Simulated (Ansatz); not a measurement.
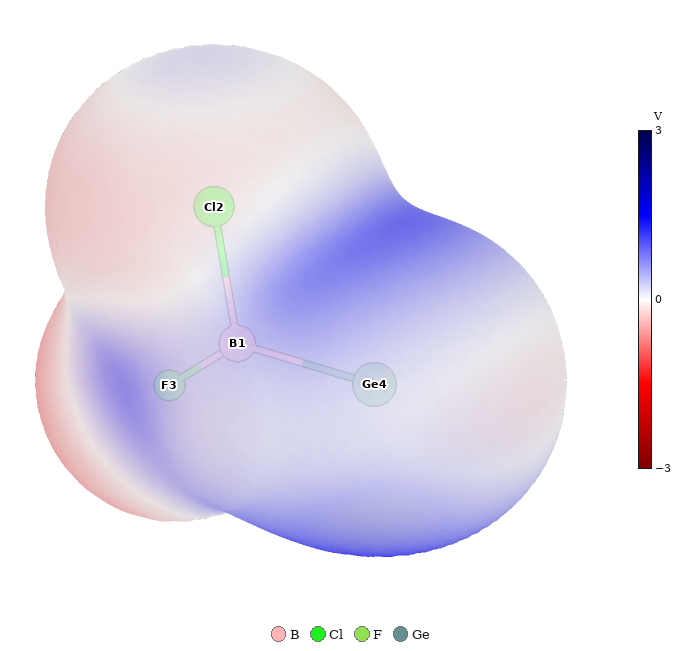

Figure 1: BClFGe (doublet). The electrostatic potential painted on the density surface at 0.001 e/bohr³, seen at a tilt; red is negative and blue positive.

Geometry: B3LYP-D3(BJ)/def2-SVP.

Method: isolated molecule in a Gaussian basis; Kohn-Sham density functional theory, functional PBE0 (Ansatz).

The calculation's input:

```
crystal:
  periodic: [false, false, false]
  atoms:
    - {symbol: B, position_ang: [0.015275, -0.024200, 0.543806]}
    - {symbol: Cl, position_ang: [1.120408, 1.387662, 0.812766]}
    - {symbol: F, position_ang: [-0.266943, -0.793899, 1.575413]}
    - {symbol: Ge, position_ang: [-0.412150, 0.138958, -1.467905]}
basis:
  gaussian:
    orbitals: def2-TZVPD
total_charge: 0
magnetization:
  spin_polarized: true
  initial_magnetization: 1
hamiltonian:
  xc: {name: PBE0}
output: {forces: true, orbitals: {seedname: orbitals}}
```

Run with:

```sh
ansatz run input.yaml --threads 1 --pin off --max-ram 2610MiB --events-out events.jsonl --progress --plain --runs-dir runs
```

Which sites attract a positive test charge, and which a negative one?

A positive charge is drawn to the negative regions and a negative charge to the positive ones. The most negative region (about −0.6 V) lies over F3, the most positive (about +2.1 V) over Ge4.
